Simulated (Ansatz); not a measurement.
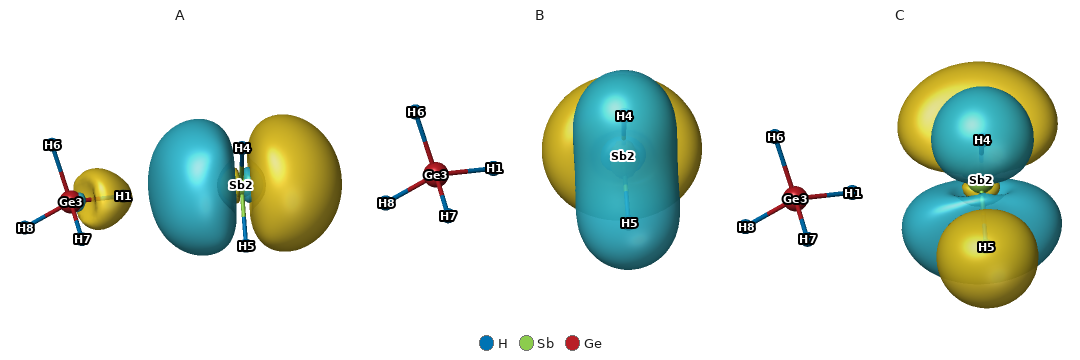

GeH$_{4}$···H$_{2}$Sb (doublet). Three frontier orbitals at ±0.08 Å⁻³ᐟ² (yellow and cyan are the two phases), in no order.

Core potentials replace the inner electrons of Sb.

All numbers below come from Ansatz 0.2.0, UKS B3LYP-D4/def2-SVP.

```xyz
8

H    -0.3123   -0.4883   -0.0525
Sb   -2.1427    1.6422   -1.1097
Ge    0.8631   -1.2197    0.5815
H    -1.4531    2.4675    0.2416
H    -0.7402    1.9989   -2.0521
H     0.7015   -1.2235    2.1134
H     2.1744   -0.5042    0.2059
H     0.9092   -2.6727    0.0720
```

Q: Order the three orbitals by energy and name them. All are α orbitals.

A: B is the HOMO−1 (α) (−7.86 eV). By Hirshfeld shares it lies mainly on Sb2 (about 70 %), H5 (about 15 %) and H4 (about 15 %). A is the HOMO (α) (−5.82 eV). Its weight (Hirshfeld) is mainly on Sb2 (about 90 %). C is the LUMO (α) (−0.27 eV). It lies mainly on Sb2 (about 70 %), H4 (about 15 %) and H5 (about 15 %).

Q: What is the gap between the highest occupied and lowest empty α orbitals?

A: 5.55 eV between the orbital energies.
